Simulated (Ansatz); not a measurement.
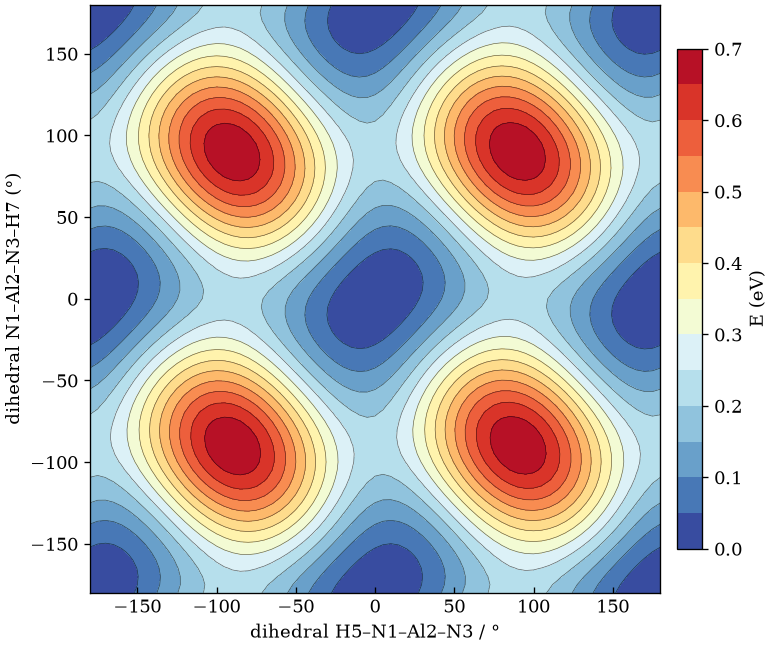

Energy landscape of AlBrH₄N₂, SMILES [NH2][Al]([NH2])[Br]. 
- Coordinates scanned: (1) dihedral H5–N1–Al2–N3; (2) dihedral N1–Al2–N3–H7.
- Nothing is relaxed (all other coordinates rigid).
- Grid: 18 × 18 points; 120 points were computed and 204 follow by symmetry.
- Energies are in eV, from the relaxed molecule at the same level.
- The calculation used RKS PBE0-D4/def2-SVP (Ansatz).

In the figure: filled contours. Between grid points the surface is interpolated. 

> Where are the wells?

The lowest grid point is at dihedral H5–N1–Al2–N3 = −180°, dihedral N1–Al2–N3–H7 = 0°, 0.000 eV from the relaxed molecule at the same level; the map holds 3 wells of about this depth. A higher local minimum lies near dihedral H5–N1–Al2–N3 = 0°, dihedral N1–Al2–N3–H7 = −180° (0.0048 eV above the lowest at that grid point). The highest grid point, dihedral H5–N1–Al2–N3 = −80°, dihedral N1–Al2–N3–H7 = −100°, lies 0.673 eV above the lowest. On the interpolated surface the easiest way out of the lowest well to a well of about the same depth near dihedral H5–N1–Al2–N3 = −180°, dihedral N1–Al2–N3–H7 = −180° passes a barrier of about 0.23 eV. Round the minimum the valley is somewhat tilted: raising dihedral H5–N1–Al2–N3 shifts the best value of dihedral N1–Al2–N3–H7 upwards (coupling k₁₂/√(k₁₁k₂₂) about −0.5).

The input of one point:

```yaml
crystal:
  periodic: [false, false, false]
  atoms:
    - { symbol: "N", position_ang: [-0.271033, 1.561856, -0.105608] }
    - { symbol: Al, position_ang: [-0.163488, -0.171929, -0.41173] }
    - { symbol: "N", position_ang: [0.560789, -1.32446, 0.710048] }
    - { symbol: Br, position_ang: [-1.003636, -0.963782, -2.356965] }
    - { symbol: H, position_ang: [-0.687625, 2.221495, -0.751829] }
    - { symbol: H, position_ang: [0.063506, 2.044108, 0.719877] }
    - { symbol: H, position_ang: [0.971116, -1.104572, 1.609598] }
    - { symbol: H, position_ang: [0.62125, -2.319813, 0.531461] }
basis:
  gaussian: { orbitals: def2-SVP }
hamiltonian:
  xc: pbe0
  dispersion: d4
output:
  forces: true
```

Time for the 120 points that were run: 9.5 min on 1 thread of Arm Neoverse V2, on a shared host.
